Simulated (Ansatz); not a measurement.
# Platinum, A15 under PBEsol: structure and ground-state energy, part 2 of 2

What does PBEsol give for platinum in the A15 structure? We relax it, then solve it on a dense k-mesh. Spin polarisation is left out. The k-meshes are 5×5×5 for the relaxation; 7×7×7 for the dense run.

Ansatz 0.2.0; DFT, PBEsol, plane waves (420 eV) with PAW, scalar-relativistic. Earlier steps stand in the parts before.

**3. Dense single point**

Contents of input.yaml:

```yaml
crystal:
  lattice:
    - [4.9976669128, 0.0, 0.0]
    - [0.0, 4.9976669128, 0.0]
    - [0.0, 0.0, 4.9976669128]
  atoms:
    - { symbol: Pt, position: [0.0, 0.0, 0.0] }
    - { symbol: Pt, position: [0.5, 0.5, 0.5] }
    - { symbol: Pt, position: [0.25, 1.0, 0.5] }
    - { symbol: Pt, position: [0.75, 1.0, 0.5] }
    - { symbol: Pt, position: [0.5, 0.25, 0.0] }
    - { symbol: Pt, position: [0.5, 0.75, 0.0] }
    - { symbol: Pt, position: [1.0, 0.5, 0.25] }
    - { symbol: Pt, position: [0.0, 0.5, 0.75] }
hamiltonian:
  xc: pbesol
  pseudopotentials:
    kind: paw
    azcp:
      Pt: "pseudopotentials/Pt.paw.azcp"
basis:
  ecutwfc: 420
  fft_grid_basis: typed
kpoints:
  mp_grid: { grid: [7, 7, 7], shift: [0, 0, 0] }
magnetization:
  spin_polarized: false
scf:
  occupations: { method: fermi_dirac, width: 0.1 }
output:
  write_density: true
  write_potential: true
  elf: true
  volumetric_format: npy
```

Command:

```console
> ansatz run input.yaml --threads 4 --pin off --max-ram 8192MiB --backend cpu --events-out ev --progress --plain --runs-dir out
```

What it wrote, cut to the lines that bear on the results:

```text
Warning: <dir> the record states the generating functional pbe (its physics header spells it `PBE`), which answers neither for hamiltonian.xc's functional nor for the pbesol family's — results may be inconsistent (PPs are generated against a specific XC)
Warning: RAYON_NUM_THREADS=4 ignored (pool sized by the plan → 4); use --threads N
[...]
Pseudopotentials: kind: paw
Pseudopotential: Pt, paw, valence charge 18, recommended cutoff 420 eV (normal), <dir>
Functional definition: PBEsol
[...]
Crystal: 8 atoms, lattice volume = 124.825 Å³
Basis set: ecut = 420 eV, 2469 PW (Γ)
Bands: 87, of which v1, the nominal top of the filled ones, is band 72 counted from 1 (71 counted from 0)
Symmetry: 48 space group operations
Space group: Pm-3n (ITA 223), of the structure as read, at distance tolerance 5.0e-5 Å
k-points: 20 of 343
[...]
SCF iter   1: F=—  HF=-99068.470651 eV  |F-HF|=—  |Δ(HF+E_count)|=         —  Δρ=1.04e-2  dr2=7.43e-2  ethr=1.77e-3  ⟨swp⟩=5.1  Hψ=5782  notcnv=0  defer=63
[...]
SCF iter   6: F=-99068.463717 eV  HF=-99068.463717 eV  |F-HF|=7.06e-9  |Δ(HF+E_count)|=   6.82e-8  Δρ=4.95e-6  dr2=2.39e-8  ethr=6.94e-11  ⟨swp⟩=7.0  Hψ=4545  notcnv=0
[...]
SCF converged after 6 iterations
Free energy (F): -99068.463717 eV
[...]
E sigma→0 (E₀):  -99068.252890 eV
Entropy (-TS):   -0.421654 eV (-52.707 meV/atom)
Fermi energy:    22.164749 eV
[...]
--- Band table (eV; the first three rows and the last of 20) ---
[...]
```

Wall time 3.7 s (4 threads of Arm Neoverse V1, shared host); peak memory 0.57 GiB.

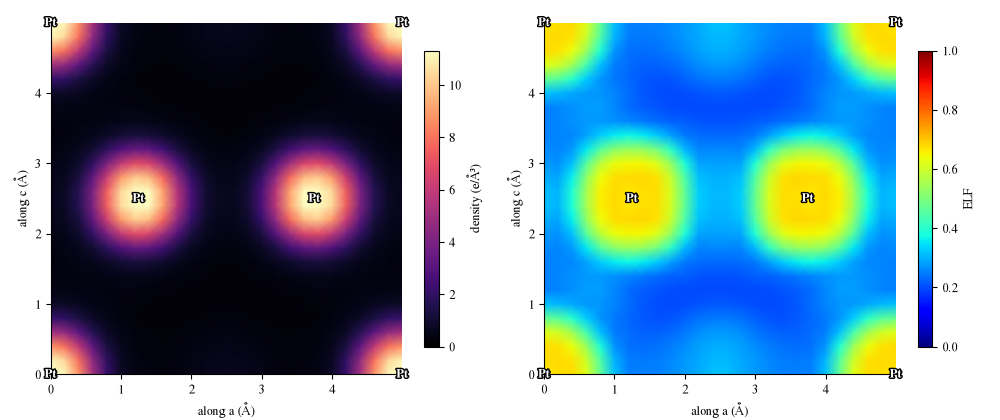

Density (left) and ELF (right) in a lattice plane of the grid's cell (edges 5.00 and 5.00 Å, at 0.000 of the third edge), which holds Pt. Only atoms in the plane are labelled. Both are smooth fields of the valence electrons: close to the nuclei they are not physical.

**4. Outcome**

The summary covers parts 1 to 2.

```
                      quantity                         value
space group (spins left aside)               Pm-3n (No. 223)
             conventional cell                   a = 4.998 Å
                        volume                15.603 Å³/atom
             shortest distance                       2.499 Å
               gap on the mesh  none (levels filled in part)
               relative to fcc                 +289 meV/atom
```

The relaxation enlarged the cell by 3.4 % in volume. Against the reference form of platinum (fcc, computed apart with the same settings) it stands 289 meV/atom higher, so it is far from stable. Levels at the Fermi energy are filled in part, as in a metal. Relaxation kept the symmetry; phonons were not checked.
